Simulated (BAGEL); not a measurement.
**HF/3-21G (density fitting with qzvpp-jkfit) run of C2H5Al (SMILES C=[CH][AlH2])**

Aim: the vertical ionisation energy of C2H5Al at HF/3-21G (density fitting with qzvpp-jkfit), from 2 runs. 

The results are computed with BAGEL 1.2.2.

### 1 The molecule

C2H5Al: 8 atoms, total charge 0, spin state singlet. SMILES: `C=[CH][AlH2]`. Geometry: relaxed at PBE0-D4/def2-TZVP.

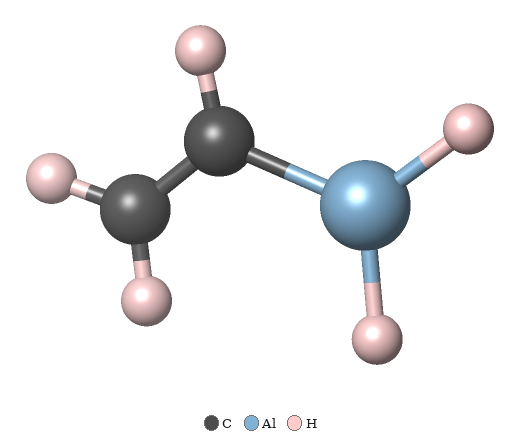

The structure, seen from a chosen angle (carbon dark grey, aluminium light blue, hydrogen pink).

### 2 A single-point energy at HF/3-21G (density fitting with qzvpp-jkfit)

Contents of input.json:

```json
{ "bagel": [

{
  "title": "molecule",
  "basis": "3-21g",
  "df_basis": "qzvpp-jkfit",
  "angstrom": true,
  "geometry": [
    { "atom": "C", "xyz": [      -1.029900,       0.829200,      -0.357000 ] },
    { "atom": "C", "xyz": [       0.199000,       0.651000,       0.138100 ] },
    { "atom": "Al", "xyz": [       0.930800,      -1.139300,       0.262000 ] },
    { "atom": "H", "xyz": [      -1.636900,      -0.008600,      -0.695500 ] },
    { "atom": "H", "xyz": [      -1.495000,       1.809300,      -0.451900 ] },
    { "atom": "H", "xyz": [       0.735600,       1.546100,       0.452700 ] },
    { "atom": "H", "xyz": [       2.384000,      -1.417900,       0.837700 ] },
    { "atom": "H", "xyz": [       0.004400,      -2.327000,      -0.241900 ] }
  ]
},

{
  "title": "hf"
},

{
  "title": "print",
  "file": "orbitals.molden",
  "orbitals": true
}

]}
```

Started as:

```sh
BAGEL_NUM_THREADS=1 BAGEL input.json > input.out
```

Standard output:

```text
* using 1 threads per process

  ===============================================================
  ===============================================================

  *** Geometry ***

  { "atom" : "C", "xyz" : [     -1.946229,      1.566961,     -0.674632 ] },
  { "atom" : "C", "xyz" : [      0.376055,      1.230212,      0.260971 ] },
  { "atom" : "Al", "xyz" : [      1.758957,     -2.152965,      0.495108 ] },
  { "atom" : "H", "xyz" : [     -3.093293,     -0.016252,     -1.314305 ] },
  { "atom" : "H", "xyz" : [     -2.825141,      3.419081,     -0.853967 ] },
  { "atom" : "H", "xyz" : [      1.390083,      2.921706,      0.855479 ] },
  { "atom" : "H", "xyz" : [      4.505107,     -2.679443,      1.583024 ] },
  { "atom" : "H", "xyz" : [      0.008315,     -4.397393,     -0.457125 ] },

  Number of auxiliary basis functions:      368

  Since a DF basis is specified, we compute 2- and 3-index integrals:
    o Being stored without compression. Storage requirement is 0.005 GB

  Number of basis functions:       41
  Number of electrons      :       30

    * METHOD: MOLECULE                             0.09

  *** RHF ***

  === Nuclear Repulsion ===
    84.0797195499

      * DIIS with orbital gradients will be used.

  === RHF iteration (3-21g) ===
      0       -318.70002704          0.01846475           0.01
      1       -318.74954765          0.00612559           0.01
      2       -318.75585317          0.00197731           0.01
      3       -318.75650535          0.00042299           0.01
      4       -318.75653272          0.00006477           0.01
      5       -318.75653415          0.00000995           0.01
      6       -318.75653419          0.00000294           0.01
      7       -318.75653420          0.00000040           0.01
      8       -318.75653420          0.00000014           0.01
      9       -318.75653420          0.00000004           0.01
     10       -318.75653420          0.00000002           0.01
     11       -318.75653420          0.00000001           0.01
    * SCF iteration converged.

    * Permanent dipole moment:
           (    0.188001,    -0.278602,     0.050828) a.u.

    * METHOD: HF                                   0.22

    * METHOD: PRINT                                0.00

  ===============================================================
```

Run time: 0.46 s. Hardware: 1 thread of Arm Neoverse V1, shared host; peak memory 0.083 GiB.

### 3 The doublet cation at the same level

Contents of job.json:

```json
{ "bagel" : [

{
  "title" : "molecule",
  "basis" : "3-21g",
  "df_basis" : "qzvpp-jkfit",
  "angstrom" : true,
  "geometry" : [
    { "atom" : "C", "xyz" : [   -1.029900,    0.829200,   -0.357000 ] },
    { "atom" : "C", "xyz" : [    0.199000,    0.651000,    0.138100 ] },
    { "atom" : "Al", "xyz" : [    0.930800,   -1.139300,    0.262000 ] },
    { "atom" : "H", "xyz" : [   -1.636900,   -0.008600,   -0.695500 ] },
    { "atom" : "H", "xyz" : [   -1.495000,    1.809300,   -0.451900 ] },
    { "atom" : "H", "xyz" : [    0.735600,    1.546100,    0.452700 ] },
    { "atom" : "H", "xyz" : [    2.384000,   -1.417900,    0.837700 ] },
    { "atom" : "H", "xyz" : [    0.004400,   -2.327000,   -0.241900 ] }
  ]
},
{
  "title" : "uhf",
  "charge" : 1,
  "nopen" : 1
},
{
  "title" : "print",
  "file" : "orbitals.molden",
  "orbitals" : true
}

]}
```

Started as:

```sh
BAGEL_NUM_THREADS=1 BAGEL job.json > job.out
```

Standard output:

```text
* using 1 threads per process

  ===============================================================
  ===============================================================

  *** Geometry ***

  { "atom" : "C", "xyz" : [     -1.946229,      1.566961,     -0.674632 ] },
  { "atom" : "C", "xyz" : [      0.376055,      1.230212,      0.260971 ] },
  { "atom" : "Al", "xyz" : [      1.758957,     -2.152965,      0.495108 ] },
  { "atom" : "H", "xyz" : [     -3.093293,     -0.016252,     -1.314305 ] },
  { "atom" : "H", "xyz" : [     -2.825141,      3.419081,     -0.853967 ] },
  { "atom" : "H", "xyz" : [      1.390083,      2.921706,      0.855479 ] },
  { "atom" : "H", "xyz" : [      4.505107,     -2.679443,      1.583024 ] },
  { "atom" : "H", "xyz" : [      0.008315,     -4.397393,     -0.457125 ] },

  Number of auxiliary basis functions:      368

  Since a DF basis is specified, we compute 2- and 3-index integrals:
    o Being stored without compression. Storage requirement is 0.005 GB

  Number of basis functions:       41
  Number of electrons      :       30

    * METHOD: MOLECULE                             0.09

  *** Open-shell HF ***

  === Nuclear Repulsion ===
    84.0797195499

      * DIIS with orbital gradients will be used.

  === UHF iteration (3-21g) ===
      0       -318.33268171          0.02670851           0.03
      1       -318.38401643          0.00785311           0.03
      2       -318.39079934          0.00395380           0.03
      3       -318.39393941          0.00202812           0.03
      4       -318.39496796          0.00107644           0.03
      5       -318.39575487          0.00030276           0.03
      6       -318.39607032          0.00023471           0.03
      7       -318.39640575          0.00020161           0.03
      8       -318.39688762          0.00017977           0.03
      9       -318.39767729          0.00014471           0.03
[... 20 lines of this table left out ...]
     30       -318.39814570          0.00000003           0.03
     31       -318.39814570          0.00000002           0.03
     32       -318.39814570          0.00000002           0.03
     33       -318.39814570          0.00000001           0.03
    * SCF iteration converged.

    * S^2 (UHF) is 0.9367

    * Permanent dipole moment:
           (    0.222518,    -0.487878,     0.043934) a.u.

    * METHOD: UHF                                  0.94

    * METHOD: PRINT                                0.00

  ===============================================================
```

Wall time 1.2 s (1 thread of Arm Neoverse V1, shared host); peak memory 0.083 GiB.

### 4 Summary of results

Level: HF/3-21G (density fitting with qzvpp-jkfit).

| quantity | value |
| --- | --- |
| singlet C2H5Al: total energy | -318.75653 Eh |
| singlet C2H5Al: dipole moment | 0.86 D |
| singlet C2H5Al: HOMO energy | -10.34 eV |
| singlet C2H5Al: LUMO energy | 1.27 eV |
| singlet C2H5Al: HOMO–LUMO gap | 11.60 eV |
| doublet cation: total energy | -318.39815 Eh |
| doublet cation: ⟨S²⟩ | 0.937 |
| vertical ionisation energy (to the doublet cation) | 9.752 eV |

Removing an electron at fixed nuclei costs 9.75 eV (941 kJ/mol). The negative HOMO energy of the first species, 10.34 eV, lies 0.58 eV above that difference. ⟨S²⟩ (doublet cation) is 0.94 where a pure doublet has 0.75: the reference is spin-contaminated.
